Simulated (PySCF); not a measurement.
```xyz
21

C     0.0608    1.4272    1.2609
C    -0.2956    0.3036    0.2910
Al    0.9036   -0.7009   -1.0096
N     2.7968   -0.1527   -0.4653
C    -1.1433   -0.8510    0.8862
C    -1.9949   -0.8057   -0.3819
C    -1.4789    0.6026   -0.6516
F    -2.3599    1.5651   -0.1885
H     0.4992    2.2690    0.7246
H     0.7773    1.0747    2.0033
H    -0.8258    1.7869    1.7846
H     0.9056   -0.1874   -2.4870
H     1.0221   -2.2404   -0.7585
H     3.4673   -0.5632   -1.1109
H     2.9160    0.8589   -0.4817
H     3.0141   -0.4828    0.4735
H    -0.6201   -1.7952    1.0727
H    -1.7032   -0.5641    1.7759
H    -1.6148   -1.4953   -1.1432
H    -3.0728   -0.9163   -0.2826
H    -1.2625    0.8837   -1.6936
```

Geometry: GFN2-xTB.

These are results of PySCF, PBE0/pcSseg-1, SCF density, gas phase, non-relativistic, not measurements.

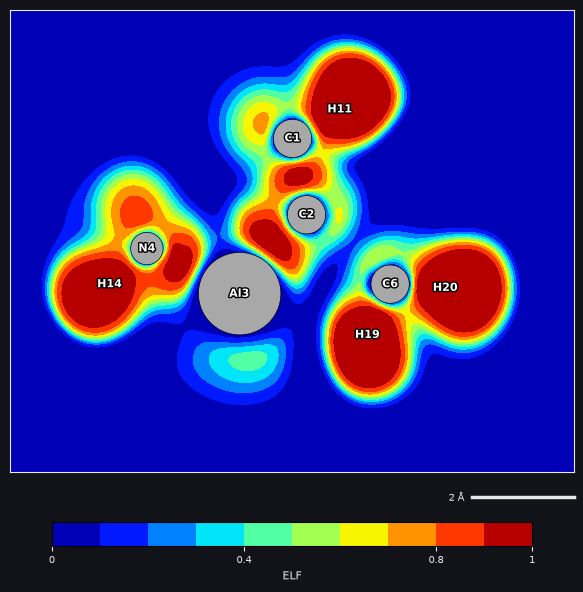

C5H13AlFN. ELF on the plane of atoms H19, C6 and H20. Grey discs cover the atomic cores.

### Interpret the plot.

The section cuts through C, Al, N and H sites. C–C (1.53 Å): the ELF peaks at about 0.95 between the atoms, as expected for localised, covalent bonding. C–Al (2.03 Å): the ELF peaks at about 0.95 between the atoms: a shared but strongly polarised pair. Al–N (2.04 Å): the ELF peaks at about 0.95 in the valence shell of N, 0.7 Å from its nucleus, and is about 0.75 at the midpoint. N–H (1.02 Å): the ELF climbs to about 1 towards the hydrogen, as it does in any bond to H; an ordinary covalent bond to hydrogen. C–H (1.09 Å): the ELF climbs to about 1 towards the hydrogen: an ordinary covalent bond to hydrogen.
